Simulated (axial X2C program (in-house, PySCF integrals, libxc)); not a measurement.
# A two-component session on AuSn: properties at the nuclei

Wanted for AuSn: properties at the nuclei, at the two-component level.

Computed with an in-house X2C program for linear molecules on PySCF integrals. Level: two-component X2C with atomic mean-field terms, Au dyall-cv3z, Sn dyall-cv3z.

All values are calculated.

## Step 1: The job

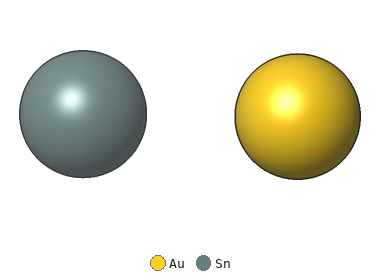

The two atoms at 2.640 Å (gold amber, tin teal).

task.json

```json
{
 "zs": [
  79,
  50
 ],
 "q": 0,
 "bas": [
  "dyall-cv3z",
  "dyall-cv3z"
 ],
 "r0": 2.64,
 "levels": [
  "PBE0",
  "HF",
  "r2SCAN",
  "BP86",
  "B3LYP"
 ],
 "nst": 2
}
```

Keys: zs atomic numbers; q charge; bas basis sets; r0 starting distance in Å; levels methods (HF also brings MP2); nst determinants followed.

Command:

```
> python soeom.py task.json out
```

Nuclei are Gaussian, cores are contracted, and the Gaunt term is on.

## Step 2: Expectation values, lowest determinant

R = 2.533 Å. State: Ω = 1/2 (excess of +ω over −ω: ω = 1/2).

Output of the PBE0 run:

```text
two-component X2C + atomic mean field  PBE0
basis functions 307  fitting functions 1502  grid points 5805
iter        total energy     max residual
   1     -25190.742165948     3.16e-05
   2     -25190.742165948     3.20e-06
converged
one-electron -36182.22011700  Coulomb 10723.35501001  exact exchange -131.94415091  xc functional -403.94505876  nuclear repulsion 825.20725746  atomic mean-field constant -21.19510674
```

The highest occupied spinor is 81% Sn p, 9% Au p, 7% Au d.

```tsv
level	Eeff magnitude (GV/cm)	Ws magnitude Au (kHz)	A∥/gI Au (MHz)	qzz Au (a.u.)	A∥/gI Sn (MHz)	qzz Sn (a.u.)	μ (D)
PBE0	0.613	2.11	1480	1.97	2430	-2.88	0.88
HF	3.11	10.8	2500	-0.31	2300	-4.22	-0.74
r2SCAN	2.8	7.75	1220	2.35	2610	-2.50	1.02
BP86	0.799	1.45	1270	2.80	2420	-2.27	1.34
B3LYP	0.242	4.53	1050	2.28	2330	-2.61	1.21
```

Eeff is the effective electric field on the electron dipole moment in this Ω state and Ws the scalar–pseudoscalar constant (defined with the proton number Z and per Ω); A∥ is the parallel hyperfine constant, which follows by multiplying with the nuclear g factor gI = μI/(I μN); qzz is the electric field gradient, eQq0 = 234.96 MHz × Q/barn × qzz; μ is positive if Sn is the positive end. The operators were transformed with the bare-nucleus X2C matrices.

## Step 3: Expectation values, a higher determinant

R = 2.533 Å. State: Ω = 3/2 (excess of +ω over −ω: ω = 3/2), 0.33 eV above the lowest in the PBE0 search for states (made at or near this distance, with looser thresholds).

Output of the PBE0 run:

```text
two-component X2C + atomic mean field  PBE0
basis functions 307  fitting functions 1502  grid points 5805
iter        total energy     max residual
   1     -25190.729997872     9.30e-06
   2     -25190.729997872     3.41e-06
converged
one-electron -36181.83121646  Coulomb 10722.97348769  exact exchange -131.94326127  xc functional -403.94115855  nuclear repulsion 825.20725746  atomic mean-field constant -21.19510674
```

The highest occupied spinor is 81% Sn p, 9% Au p, 7% Au d.

```tsv
level	Eeff magnitude (GV/cm)	Ws magnitude Au (kHz)	A∥/gI Au (MHz)	qzz Au (a.u.)	A∥/gI Sn (MHz)	qzz Sn (a.u.)	μ (D)
PBE0	3	2.68	-250	1.86	237	-3.43	0.74
HF	32.5	35.3	355	-0.43	91.6	-3.80	-1.12
r2SCAN	2.39	1	-117	2.25	144	-3.02	0.88
BP86	1.74	1.43	-157	2.71	236	-2.80	1.21
B3LYP	1.91	1.54	-109	2.18	296	-3.17	1.08
```

## Step 4: What came out

| quantity | value |
| --- | --- |
| lowest determinant | Ω = 1/2 (excess of +ω over −ω: ω = 1/2) |
| Eeff magnitude (GV/cm), PBE0 | 0.613 |
| Ws magnitude Au (kHz), PBE0 | 2.11 |
| A∥/gI Au (MHz), PBE0 | 1480 |
| qzz Au (a.u.), PBE0 | 1.97 |
| higher determinant | Ω = 3/2 (excess of +ω over −ω: ω = 3/2) |
| Eeff magnitude (GV/cm), PBE0, higher determinant | 3 |
| Ws magnitude Au (kHz), PBE0, higher determinant | 2.68 |
| A∥/gI Au (MHz), PBE0, higher determinant | -250 |
| qzz Au (a.u.), PBE0, higher determinant | 1.86 |

What this shows: In the first state, the effective field runs from 0.242 to 3.11 GV/cm over the mean-field levels, so the levels don't agree on it. The expectation values come from single determinants, which for open shells can mix terms of unlike spin or miss the lowest Ω, so a determinant need not be a state. Eeff is the effective electric field on the electron dipole moment in this Ω state and Ws the scalar–pseudoscalar constant (defined with the proton number Z and per Ω); A∥ is the parallel hyperfine constant, which follows by multiplying with the nuclear g factor gI = μI/(I μN); qzz is the electric field gradient, eQq0 = 234.96 MHz × Q/barn × qzz; μ is positive if Sn is the positive end. The operators were transformed with the bare-nucleus X2C matrices.
